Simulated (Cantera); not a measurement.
Feed: 1 mol Cr, 17 mol N2, held at 2.20 bar.

Cantera equilibrium calculation (NASA polynomials, part measured and part estimated; ideal gas, pure solids and liquids). Candidate condensed phases: Cr, CrN, Cr2N; 4 gas species. Kinetics and transport are ignored.

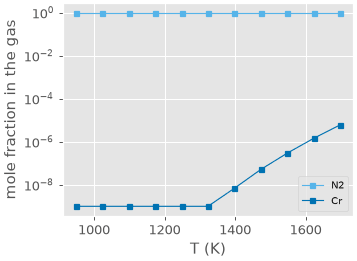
Figure: Equilibrium gas composition (values under 1e-9 drawn at 1e-9)

From 948 K to 1398 K the condensed part is CrN(s). From 1473 K to 1698 K the condensed part is Cr2N(s).
